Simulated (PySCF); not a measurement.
# CH2BeO2: the cost of one run

Computed with PySCF 2.14.0; each step states its level. No surroundings beyond the atoms listed, unless a continuum is named. Atoms count from 0, parts from 1.

### Step 1. Starting point

6 atoms, charge 0, multiplicity 1; geometry: GFN2-xTB. Parts: 1 = atoms 0–2, `[BeH2]`, charge 0; 2 = atoms 3–5, `O=C=O`, charge 0.

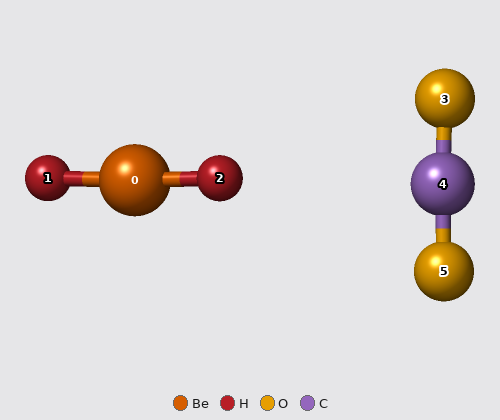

The starting geometry (beryllium orange, hydrogen red, oxygen amber, carbon purple), atoms numbered.

### Step 2. Relaxing the molecule at PBE0-D3(BJ)/def2-TZVPD

What the job is given:

```
{"job": {"xc": "PBE0", "basis": "def2-TZVPD", "d3": "d3bj", "grid": 3, "kind": "geom", "shake": 0.01}, "charge": 0, "multiplicity": 1, "parts": [{"atoms": "0-2", "charge": 0, "multiplicity": 1}, {"atoms": "3-5", "charge": 0, "multiplicity": 1}]}
Be    -0.141836    -0.095708    -0.070787
H     -0.608332     0.210839    -1.241982
H      0.264120    -0.351193     1.083550
O      0.312189     1.748773     3.719010
C      1.338414     1.614981     3.306908
O      2.404184     1.513477     2.919113
```

Run with:

```
> OMP_NUM_THREADS=1 python cluster_run.py task.json out
```

One launch serves the whole session: the jobs run in the order shown.

Q: Estimate the wall time and peak memory of this first job on 1 thread of Arm Neoverse N1, shared host.

About 86 s, with a peak of 0.58 GiB.
